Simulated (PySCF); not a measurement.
# Cl4LiSn, charge +1, SMILES `[Li+].Cl[Sn](Cl)(Cl)Cl`: electronic structure

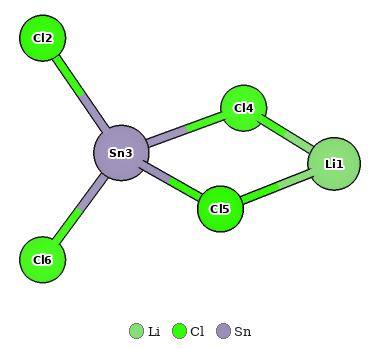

The molecule, with its atoms numbered as below. The pair's geometry is semi-empirical, so its contact may be too short or too long.

Cartesian coordinates (Å):

```
Li1     -3.0722    0.0002    0.0013
Cl2      1.4400   -1.9307   -0.0034
Sn3      0.2206   -0.0000   -0.0002
Cl4     -1.4925    0.0044   -1.6681
Cl5     -1.4935   -0.0047    1.6675
Cl6      1.4395    1.9311    0.0044
```

Part 1: Bonding charge

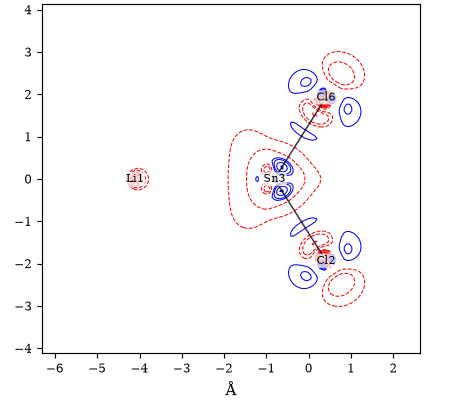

Deformation density (molecule less spherical, spin-averaged free atoms) in the plane of Li1, Cl2, Sn3 and Cl6; contours at ±0.05 to ±0.8 e/Å³; solid blue lines: gain, dashed red lines: loss.

Level of theory: BP86/def2-SVPD (PySCF), at a geometry from GFN2-xTB. Core potentials replace the inner electrons of Sn; spin–orbit coupling isn't included.

Question: Describe the bonding that the map shows.

Answer: Cl2–Sn3 and Sn3–Cl6: +0.03 e/Å³ at the bond critical point (bond length 2.28 Å). In all, 1.1 electrons gather in the regions of gain relative to the promolecule of neutral atoms (the regions of loss give up this much and the cation's charge besides). A small or negative value marks a very polar bond, one between electron-rich atoms, whose free-atom densities already overlap strongly, a long bond to a heavier atom, or a closed-shell contact such as a hydrogen bond.

Question: Where do the Hirshfeld charges lie?

Answer: The highest Hirshfeld charge is on Sn3 (+0.61 e), the lowest on Cl4 and Cl5 (−0.06 e).

Part 2: Electrostatic potential

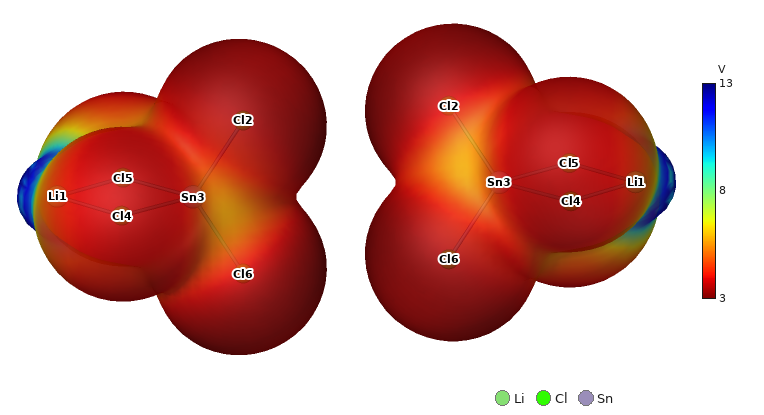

Electrostatic potential on the surface of electron density 0.001 a.u. (back view left, front view right).

Question: Where are the extremes of the potential on the surface?

Answer: Highest: 12.68 V, 1.0 Å from Li1. Further maxima include 5.91 V, 2.1 Å from Sn3; 3.55 V, 1.9 Å from Cl6, and at like points elsewhere. Lowest: 3.05 V, 2.1 Å from Cl2, and at like points elsewhere. Further minima include 3.50 V, 2.0 Å from Cl4, and at like points elsewhere. The surface is sampled at points, so like sites can differ by a few per cent and only the strongest of them is named.

Question: What volume does the surface enclose?

Answer: About 157 Å³.

Part 3: Weak contacts

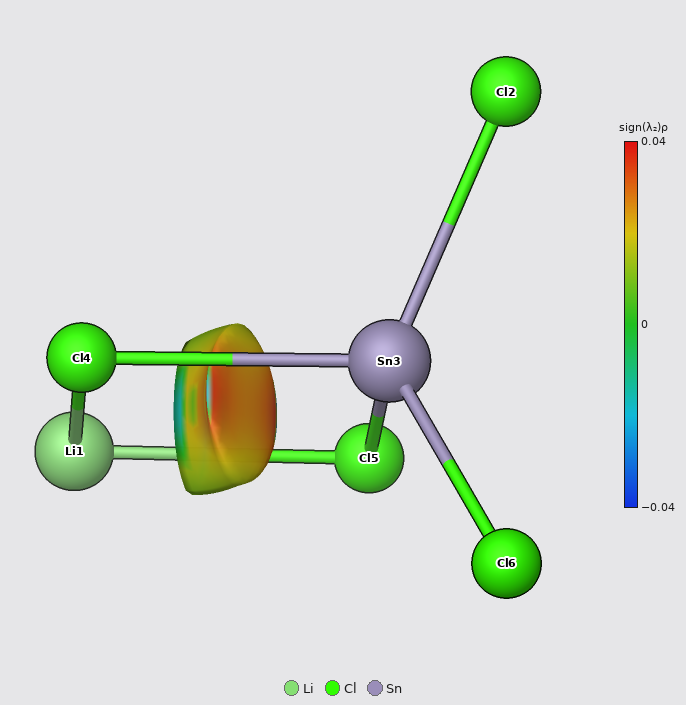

Non-covalent interaction surfaces between the fragments (reduced density gradient s = 0.6, coloured by sign(λ₂)ρ in a.u.; trimmed to the region between the fragments where ρ is under 0.06 a.u.). Fragment A: Li(+1) (atom 1); fragment B: SnCl4.

Method: BP86/def2-SVPD; geometry: GFN2-xTB; program: PySCF. Core potentials replace the inner electrons of Sn; spin–orbit coupling isn't included.

Question: Interpret the surfaces between the fragments.

Answer: Bond critical points between the fragments: Li1···Cl5, 2.29 Å, ρ = 0.023 a.u.; Li1···Cl4, 2.30 Å, ρ = 0.023 a.u. The strongest appears blue-green. Several contacts close a ring, whose ring point adds a part with positive λ₂ between them. The pose is a local one from a semi-empirical search, not shown to be the most stable. With a charged fragment, long-range electrostatics, which these surfaces don't show, weighs heavily in the interaction energy.

Question: How strongly are they bound?

Answer: The counterpoise-corrected interaction energy of the frozen fragments is −30.2 kcal/mol without dispersion correction and −33.4 kcal/mol with D3(BJ). D3 uses neutral-atom coefficients and tends to overbind metal cations. The pair geometry is semi-empirical, not a minimum at this level.

Part 4: Binding density

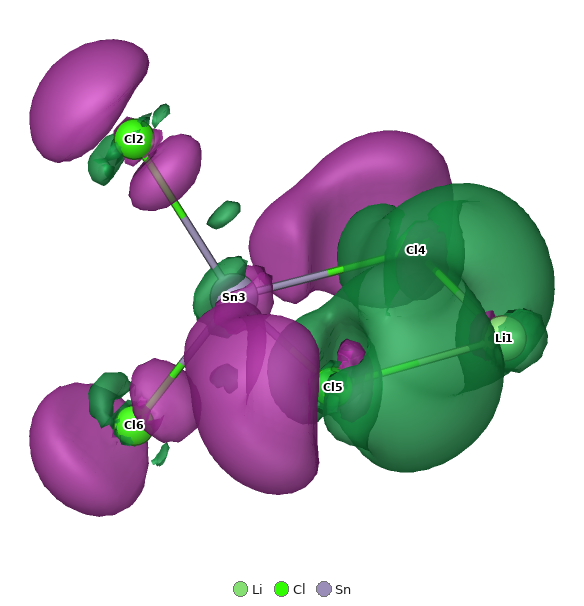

Density of the complex less the densities of the two fragments at the same geometry, ±0.01 e/Å³ (green: gain, purple: loss). Fragment A: Li(+1) (atom 1); fragment B: SnCl4.

Question: Which way does charge flow?

Answer: Hirshfeld charges show 0.085 e passing from B to A. By Hirshfeld charges, electrons gather most on Li1 (−0.085 e) and leave Cl2 and Cl6 alike most (+0.083 e); 0.48 e is displaced in all.

Part 5: Excited states

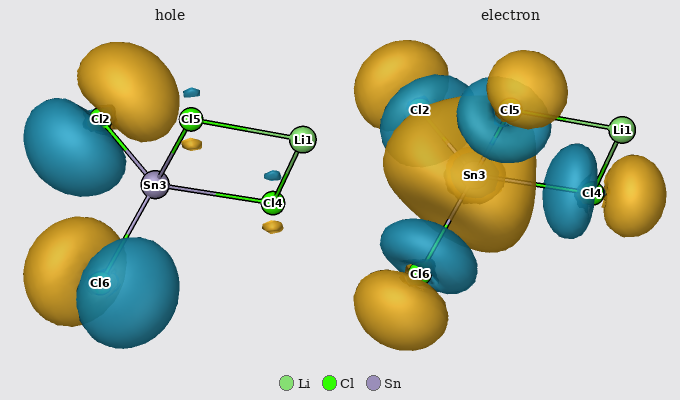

Leading natural transition orbital pair of S₁ (TDA singlet states); the surfaces enclose about 85 % of each orbital's density.

Level of theory: M06-2X/def2-SVP (PySCF), at a geometry from GFN2-xTB. Core potentials replace the inner electrons of Sn; spin–orbit coupling isn't included. Without diffuse functions Rydberg states are missing, so the states' numbers hold for this basis only.

Question: Characterise the state.

Answer: 5.02 eV (247 nm), f = 0.006, ligand-centred; the leading pair carries 97 %; hole on Cl2 and Cl6 (45 % each) and Sn3 (5 %), electron on Sn3 (38 %), Cl2 and Cl6 (20 % each) and Cl4 and Cl5 (11 % each); their centroids lie 1.0 Å apart; S₂ lies within 0.1 eV of it. In canonical orbitals it is mainly HOMO → LUMO (95 %). The HOMO–LUMO gap is 8.27 eV.
